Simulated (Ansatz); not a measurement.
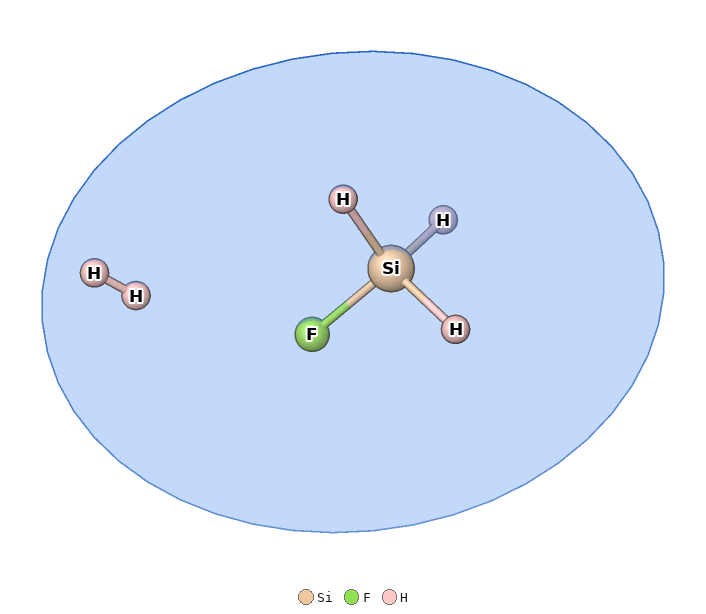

All proper rotation axes (lines) and mirror planes (discs) of the structure are drawn in. Atoms fade into the background with distance from the viewer. Computed geometry: PBE0-D4/def2-TZVP optimisation.

**Name the symmetry elements and the point group.**

It has 1 mirror plane. Point group Cs. The group has 2 operations. The geometry is achiral, and symmetry allows a dipole moment.
